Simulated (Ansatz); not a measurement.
# Molybdenum, simple cubic under BLYP: from relaxation to bulk modulus, part 2 of 2

The plan for molybdenum in the simple cubic structure: relax it, solve it on a dense k-mesh, then scale the cell to 7 volumes from 88 to 112 % of the relaxed one and try a fit of the equation of state. Spin polarisation is left out. The k-meshes are 12×12×12 for the relaxation; 19×19×19 for the dense run; 13×13×13 for the volumes.

Ansatz 0.2.0; DFT, BLYP, plane waves (420 eV) with PAW, scalar-relativistic. Earlier steps stand in the parts before.

### Step 5. Equation of state: 92 %

This is Mo in the simple cubic structure; at room conditions it is bcc.

The input, input.yaml:

```yaml
crystal:
  lattice:
    - [2.5702799912, 0.0, 0.0]
    - [0.0, 2.5702799912, 0.0]
    - [0.0, 0.0, 2.5702799912]
  atoms:
    - { symbol: Mo, position: [0.0, 0.0, 0.0] }
hamiltonian:
  xc: blyp
  pseudopotentials:
    kind: paw
    azcp:
      Mo: "pseudopotentials/Mo.paw.azcp"
basis:
  ecutwfc: 420
  fft_grid_basis: typed
kpoints:
  mp_grid: { grid: [13, 13, 13], shift: [0, 0, 0] }
magnetization:
  spin_polarized: false
scf:
  occupations: { method: fermi_dirac, width: 0.1 }
  lower_state_search: "off"
output:
  stress: true
  write_density: true
  write_potential: true
  elf: true
  volumetric_format: npy
```

The run is started by

```console
$ ansatz run input.yaml --threads 2 --pin off --max-ram 5120MiB --backend cpu --events-out ev --progress --plain --runs-dir out
```

Log, cut to the lines that bear on the results:

```text
Warning: RAYON_NUM_THREADS=2 ignored (pool sized by the plan → 2); use --threads N
[...]
Pseudopotentials: kind: paw
Pseudopotential: Mo, paw, valence charge 14, recommended cutoff 420 eV (normal), <dir>
Functional definition: BLYP
[...]
Crystal: 1 atoms, lattice volume = 16.980 Å³
Basis set: ecut = 420 eV, 341 PW (Γ), exchange–correlation on 36×36×36 points (8 copies of the dense FFT grid, shifted against one another)
Bands: 11, of which v1, the nominal top of the filled ones, is band 7 counted from 1 (6 counted from 0)
Symmetry: 48 space group operations
Space group: Pm-3m (ITA 221), of the structure as read, at distance tolerance 2.6e-5 Å
k-points: 84 of 2197
[...]
SCF iter   1: F=—  HF=-4968.112265 eV  |F-HF|=—  |Δ(HF+E_count)|=         —  Δρ=9.76e-3  dr2=2.05e-2  ethr=1.77e-3  ⟨swp⟩=5.0  Hψ=5515  notcnv=0
[...]
SCF iter   6: F=-4968.106483 eV  HF=-4968.106483 eV  |F-HF|=4.96e-10  |Δ(HF+E_count)|=   2.14e-8  Δρ=2.58e-6  dr2=7.37e-10  ethr=3.99e-10  ⟨swp⟩=4.9  Hψ=4940  notcnv=0
[...]
SCF converged after 6 iterations
Free energy (F): -4968.106483 eV
[...]
E sigma→0 (E₀):  -4968.094168 eV
Entropy (-TS):   -0.024629 eV (-24.629 meV/atom)
Fermi energy:    19.549483 eV
[...]
--- Stress (GPa, compression-positive) ---
       16.057016       0.000000       0.000000
       -0.000000      16.057016       0.000000
        0.000000       0.000000      16.057016
  P = ⅓ Tr σ = 16.0570 GPa (160.570 kbar)
--- Band table (eV; the first three rows and the last of 84) ---
  k-point 0: bands = ["-41.5864", "-14.7743", "-14.7743", "-14.7743", "13.1593", "15.1971", "15.1971", "23.5245", "23.5245", "23.5245", "35.3887"]
[...]
```

Run time: 0.92 s. Hardware: 2 threads of Arm Neoverse V1, shared host; peak memory 0.27 GiB.

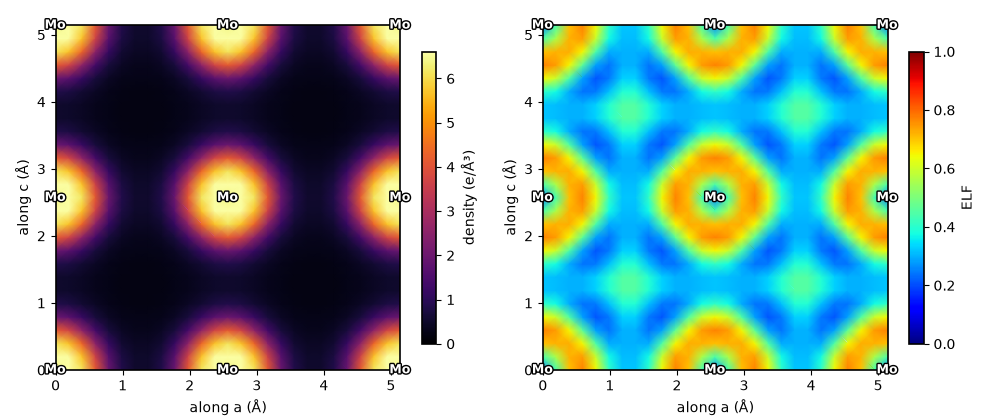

Density (left) and ELF (right) in a lattice plane of the grid's cell (edges 2.57 and 2.57 Å, at 0.000 of the third edge), which holds Mo. Only atoms in the plane are labelled. Both are smooth fields of the valence electrons: close to the nuclei they are not physical.

### Step 6. Equation of state: 96 %

input.yaml, as its differences from that of step 5:

```diff
@@ -2,5 +2,5 @@
   lattice:
-    - [2.5702799912, 0.0, 0.0]
-    - [0.0, 2.5702799912, 0.0]
-    - [0.0, 0.0, 2.5702799912]
+    - [2.6070032383, 0.0, 0.0]
+    - [0.0, 2.6070032383, 0.0]
+    - [0.0, 0.0, 2.6070032383]
   atoms:
```

The run is started by

```console
$ ansatz run input.yaml --threads 2 --pin off --max-ram 5120MiB --backend cpu --events-out ev --progress --plain --runs-dir out
```

Log, cut to the lines that bear on the results:

```text
Warning: RAYON_NUM_THREADS=2 ignored (pool sized by the plan → 2); use --threads N
[...]
Pseudopotentials: kind: paw
Pseudopotential: Mo, paw, valence charge 14, recommended cutoff 420 eV (normal), <dir>
Functional definition: BLYP
[...]
Crystal: 1 atoms, lattice volume = 17.718 Å³
Basis set: ecut = 420 eV, 341 PW (Γ), exchange–correlation on 36×36×36 points (8 copies of the dense FFT grid, shifted against one another)
Bands: 11, of which v1, the nominal top of the filled ones, is band 7 counted from 1 (6 counted from 0)
Symmetry: 48 space group operations
Space group: Pm-3m (ITA 221), of the structure as read, at distance tolerance 2.6e-5 Å
k-points: 84 of 2197
[...]
SCF iter   1: F=—  HF=-4968.164475 eV  |F-HF|=—  |Δ(HF+E_count)|=         —  Δρ=9.87e-3  dr2=2.26e-2  ethr=1.77e-3  ⟨swp⟩=5.1  Hψ=5482  notcnv=0
[...]
SCF iter   6: F=-4968.158222 eV  HF=-4968.158222 eV  |F-HF|=6.00e-11  |Δ(HF+E_count)|=   7.88e-9  Δρ=7.48e-7  dr2=7.99e-11  ethr=1.55e-10  ⟨swp⟩=5.0  Hψ=4811  notcnv=0
[...]
SCF converged after 6 iterations
Free energy (F): -4968.158222 eV
[...]
E sigma→0 (E₀):  -4968.144834 eV
Entropy (-TS):   -0.026778 eV (-26.778 meV/atom)
Fermi energy:    18.603680 eV
[...]
--- Stress (GPa, compression-positive) ---
        6.738655       0.000000       0.000000
        0.000000       6.738655       0.000000
        0.000000       0.000000       6.738655
  P = ⅓ Tr σ = 6.7387 GPa (67.387 kbar)
--- Band table (eV; the first three rows and the last of 84) ---
  k-point 0: bands = ["-42.5087", "-15.7955", "-15.7955", "-15.7955", "12.3430", "14.4724", "14.4724", "22.3465", "22.3465", "22.3465", "34.0797"]
[...]
```

Wall time 0.93 s (2 threads of Arm Neoverse V1, shared host); peak memory 0.27 GiB.

### Step 7. Equation of state: 100 %

input.yaml, as its differences from that of step 6:

```diff
@@ -2,5 +2,5 @@
   lattice:
-    - [2.6070032383, 0.0, 0.0]
-    - [0.0, 2.6070032383, 0.0]
-    - [0.0, 0.0, 2.6070032383]
+    - [2.6427200497, 0.0, 0.0]
+    - [0.0, 2.6427200497, 0.0]
+    - [0.0, 0.0, 2.6427200497]
   atoms:
@@ -25,5 +25 @@
   stress: true
-  write_density: true
-  write_potential: true
-  elf: true
-  volumetric_format: npy
```

The run is started by

```console
$ ansatz run input.yaml --threads 2 --pin off --max-ram 5120MiB --backend cpu --events-out ev --progress --plain --runs-dir out
```

Log, cut to the lines that bear on the results:

```text
Warning: RAYON_NUM_THREADS=2 ignored (pool sized by the plan → 2); use --threads N
[...]
Pseudopotentials: kind: paw
Pseudopotential: Mo, paw, valence charge 14, recommended cutoff 420 eV (normal), <dir>
Functional definition: BLYP
[...]
Crystal: 1 atoms, lattice volume = 18.457 Å³
Basis set: ecut = 420 eV, 365 PW (Γ), exchange–correlation on 36×36×36 points (8 copies of the dense FFT grid, shifted against one another)
Bands: 11, of which v1, the nominal top of the filled ones, is band 7 counted from 1 (6 counted from 0)
Symmetry: 48 space group operations
Space group: Pm-3m (ITA 221), of the structure as read, at distance tolerance 2.6e-5 Å
k-points: 84 of 2197
[...]
SCF iter   1: F=—  HF=-4968.178064 eV  |F-HF|=—  |Δ(HF+E_count)|=         —  Δρ=9.90e-3  dr2=2.42e-2  ethr=1.77e-3  ⟨swp⟩=5.0  Hψ=5493  notcnv=0
[...]
SCF iter   6: F=-4968.171370 eV  HF=-4968.171370 eV  |F-HF|=6.18e-11  |Δ(HF+E_count)|=   1.10e-8  Δρ=8.30e-7  dr2=1.03e-10  ethr=1.99e-10  ⟨swp⟩=2.0  Hψ=3230  notcnv=0
[...]
SCF converged after 6 iterations
Free energy (F): -4968.171370 eV
[...]
E sigma→0 (E₀):  -4968.156737 eV
Entropy (-TS):   -0.029266 eV (-29.266 meV/atom)
Fermi energy:    17.728007 eV
[...]
--- Stress (GPa, compression-positive) ---
       -0.761410       0.000000       0.000000
        0.000000      -0.761410       0.000000
        0.000000       0.000000      -0.761410
  P = ⅓ Tr σ = -0.7614 GPa (-7.614 kbar)
```

Run time: 0.76 s. Hardware: 2 threads of Arm Neoverse V1, shared host; peak memory 0.26 GiB.

### Step 8. Equation of state: 104 %

input.yaml, as its differences from that of step 7:

```diff
@@ -2,5 +2,5 @@
   lattice:
-    - [2.6427200497, 0.0, 0.0]
-    - [0.0, 2.6427200497, 0.0]
-    - [0.0, 0.0, 2.6427200497]
+    - [2.6774966701, 0.0, 0.0]
+    - [0.0, 2.6774966701, 0.0]
+    - [0.0, 0.0, 2.6774966701]
   atoms:
```

The run is started by

```console
$ ansatz run input.yaml --threads 2 --pin off --max-ram 5120MiB --backend cpu --events-out ev --progress --plain --runs-dir out
```

Log, cut to the lines that bear on the results:

```text
Warning: RAYON_NUM_THREADS=2 ignored (pool sized by the plan → 2); use --threads N
[...]
Pseudopotentials: kind: paw
Pseudopotential: Mo, paw, valence charge 14, recommended cutoff 420 eV (normal), <dir>
Functional definition: BLYP
[...]
Crystal: 1 atoms, lattice volume = 19.195 Å³
Basis set: ecut = 420 eV, 389 PW (Γ), exchange–correlation on 36×36×36 points (8 copies of the dense FFT grid, shifted against one another)
Bands: 11, of which v1, the nominal top of the filled ones, is band 7 counted from 1 (6 counted from 0)
Symmetry: 48 space group operations
Space group: Pm-3m (ITA 221), of the structure as read, at distance tolerance 2.7e-5 Å
k-points: 84 of 2197
[...]
SCF iter   1: F=—  HF=-4968.160329 eV  |F-HF|=—  |Δ(HF+E_count)|=         —  Δρ=9.89e-3  dr2=2.55e-2  ethr=1.77e-3  ⟨swp⟩=5.0  Hψ=5498  notcnv=0
[...]
SCF iter   6: F=-4968.153444 eV  HF=-4968.153444 eV  |F-HF|=2.09e-11  |Δ(HF+E_count)|=   6.38e-9  Δρ=9.71e-7  dr2=1.52e-10  ethr=1.27e-10  ⟨swp⟩=2.0  Hψ=3231  notcnv=0
[...]
SCF converged after 6 iterations
Free energy (F): -4968.153444 eV
[...]
E sigma→0 (E₀):  -4968.137465 eV
Entropy (-TS):   -0.031959 eV (-31.959 meV/atom)
Fermi energy:    16.915157 eV
[...]
--- Stress (GPa, compression-positive) ---
       -6.800640      -0.000000       0.000000
        0.000000      -6.800640       0.000000
        0.000000       0.000000      -6.800640
  P = ⅓ Tr σ = -6.8006 GPa (-68.006 kbar)
```

Run time: 0.74 s. Hardware: 2 threads of Arm Neoverse V1, shared host; peak memory 0.26 GiB.

### Step 9. Equation of state: 108 %

input.yaml, as its differences from that of step 8:

```diff
@@ -2,5 +2,5 @@
   lattice:
-    - [2.6774966701, 0.0, 0.0]
-    - [0.0, 2.6774966701, 0.0]
-    - [0.0, 0.0, 2.6774966701]
+    - [2.7113926313, 0.0, 0.0]
+    - [0.0, 2.7113926313, 0.0]
+    - [0.0, 0.0, 2.7113926313]
   atoms:
@@ -25 +25,5 @@
   stress: true
+  write_density: true
+  write_potential: true
+  elf: true
+  volumetric_format: npy
```

The run is started by

```console
$ ansatz run input.yaml --threads 2 --pin off --max-ram 5120MiB --backend cpu --events-out ev --progress --plain --runs-dir out
```

Log, cut to the lines that bear on the results:

```text
Warning: RAYON_NUM_THREADS=2 ignored (pool sized by the plan → 2); use --threads N
[...]
Pseudopotentials: kind: paw
Pseudopotential: Mo, paw, valence charge 14, recommended cutoff 420 eV (normal), <dir>
Functional definition: BLYP
[...]
Crystal: 1 atoms, lattice volume = 19.933 Å³
Basis set: ecut = 420 eV, 389 PW (Γ), exchange–correlation on 40×40×40 points (8 copies of the dense FFT grid, shifted against one another)
Bands: 11, of which v1, the nominal top of the filled ones, is band 7 counted from 1 (6 counted from 0)
Symmetry: 48 space group operations
Space group: Pm-3m (ITA 221), of the structure as read, at distance tolerance 2.7e-5 Å
k-points: 84 of 2197
[...]
SCF iter   1: F=—  HF=-4968.117489 eV  |F-HF|=—  |Δ(HF+E_count)|=         —  Δρ=9.80e-3  dr2=2.64e-2  ethr=1.77e-3  ⟨swp⟩=5.0  Hψ=5572  notcnv=0
[...]
SCF iter   6: F=-4968.110506 eV  HF=-4968.110506 eV  |F-HF|=1.82e-12  |Δ(HF+E_count)|=   4.44e-9  Δρ=1.08e-6  dr2=1.94e-10  ethr=1.12e-10  ⟨swp⟩=5.0  Hψ=4879  notcnv=0
[...]
SCF converged after 6 iterations
Free energy (F): -4968.110506 eV
[...]
E sigma→0 (E₀):  -4968.093132 eV
Entropy (-TS):   -0.034749 eV (-34.749 meV/atom)
Fermi energy:    16.158883 eV
[...]
--- Stress (GPa, compression-positive) ---
      -11.659124       0.000000       0.000000
        0.000000     -11.659124       0.000000
       -0.000000       0.000000     -11.659124
  P = ⅓ Tr σ = -11.6591 GPa (-116.591 kbar)
--- Band table (eV; the first three rows and the last of 84) ---
  k-point 0: bands = ["-44.9213", "-18.4237", "-18.4237", "-18.4237", "10.2900", "12.5938", "12.5938", "19.3217", "19.3217", "19.3217", "30.6759"]
[...]
```

Wall time 0.99 s (2 threads of Arm Neoverse V1, shared host); peak memory 0.27 GiB.

### Step 10. Equation of state: 112 %

input.yaml, as its differences from that of step 9:

```diff
@@ -2,5 +2,5 @@
   lattice:
-    - [2.7113926313, 0.0, 0.0]
-    - [0.0, 2.7113926313, 0.0]
-    - [0.0, 0.0, 2.7113926313]
+    - [2.7444616542, 0.0, 0.0]
+    - [0.0, 2.7444616542, 0.0]
+    - [0.0, 0.0, 2.7444616542]
   atoms:
@@ -25,5 +25 @@
   stress: true
-  write_density: true
-  write_potential: true
-  elf: true
-  volumetric_format: npy
```

The run is started by

```console
$ ansatz run input.yaml --threads 2 --pin off --max-ram 5120MiB --backend cpu --events-out ev --progress --plain --runs-dir out
```

Log, cut to the lines that bear on the results:

```text
Warning: RAYON_NUM_THREADS=2 ignored (pool sized by the plan → 2); use --threads N
[...]
Pseudopotentials: kind: paw
Pseudopotential: Mo, paw, valence charge 14, recommended cutoff 420 eV (normal), <dir>
Functional definition: BLYP
[...]
Crystal: 1 atoms, lattice volume = 20.671 Å³
Basis set: ecut = 420 eV, 437 PW (Γ), exchange–correlation on 40×40×40 points (8 copies of the dense FFT grid, shifted against one another)
Bands: 11, of which v1, the nominal top of the filled ones, is band 7 counted from 1 (6 counted from 0)
Symmetry: 48 space group operations
Space group: Pm-3m (ITA 221), of the structure as read, at distance tolerance 2.7e-5 Å
k-points: 84 of 2197
[...]
SCF iter   1: F=—  HF=-4968.054584 eV  |F-HF|=—  |Δ(HF+E_count)|=         —  Δρ=9.70e-3  dr2=2.71e-2  ethr=1.77e-3  ⟨swp⟩=5.1  Hψ=5520  notcnv=0
[...]
SCF iter   6: F=-4968.047466 eV  HF=-4968.047466 eV  |F-HF|=5.37e-11  |Δ(HF+E_count)|=   1.37e-9  Δρ=1.15e-6  dr2=2.26e-10  ethr=7.56e-11  ⟨swp⟩=2.0  Hψ=3191  notcnv=0
[...]
SCF converged after 6 iterations
Free energy (F): -4968.047466 eV
[...]
E sigma→0 (E₀):  -4968.028688 eV
Entropy (-TS):   -0.037557 eV (-37.557 meV/atom)
Fermi energy:    15.453735 eV
[...]
--- Stress (GPa, compression-positive) ---
      -15.558487       0.000000       0.000000
        0.000000     -15.558487       0.000000
        0.000000       0.000000     -15.558487
  P = ⅓ Tr σ = -15.5585 GPa (-155.585 kbar)
```

Run time: 0.75 s. Hardware: 2 threads of Arm Neoverse V1, shared host; peak memory 0.27 GiB.

### Step 11. Fitting the volumes

All volumes keep the relaxed shape and fractional coordinates.

| V (Å³/atom) | E − E₀ (meV/atom) | P from the stress (GPa) | P from the fit (GPa) |
| --- | --- | --- | --- |
| 16.242 | 161.8 | 27.65 | 27.54 |
| 16.980 | 62.9 | 16.06 | 15.84 |
| 17.718 | 12.2 | 6.74 | 6.48 |
| 18.457 | 0.3 | -0.76 | -1.04 |
| 19.195 | 19.6 | -6.80 | -7.09 |
| 19.933 | 64.0 | -11.66 | -11.96 |
| 20.671 | 128.4 | -15.56 | -15.88 |

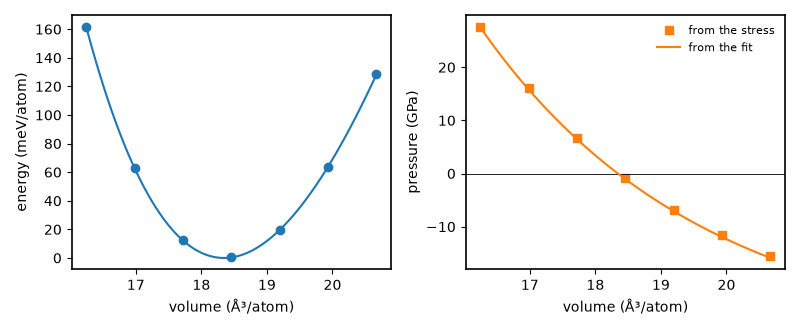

Energy and pressure against volume; the lines are the Birch-Murnaghan fit.

A third-order Birch-Murnaghan fit gives V₀ = 18.344 Å³/atom, B₀ = 173 GPa and B₀′ = 4.4; it misses no point by more than 0.03 meV/atom.

The fit is made to E(σ → 0), while the stress belongs to the free energy F; that is one source of the offset between the two pressures.

### Step 12. What came out

This closing draws on all 2 parts.

| quantity | value |
| --- | --- |
| space group (spins left aside) | Pm-3m (No. 221) |
| conventional cell | a = 2.643 Å |
| volume | 18.457 Å³/atom |
| shortest distance | 2.643 Å |
| gap on the mesh | none (levels filled in part) |
| relative to bcc | +937 meV/atom |
| V₀, B₀, B₀′ | 18.344 Å³/atom, 173 GPa, 4.4 |

In words: From the guessed start the volume grew by 9.6 % in 6 steps. It lies 937 meV/atom above the element's reference form at the same level (bcc, from a run of its own). No gap shows: it is a metal or semimetal at this level. The fitted modulus is 173 GPa. The symmetry was held, so the structure may be unstable against distortions that break it.
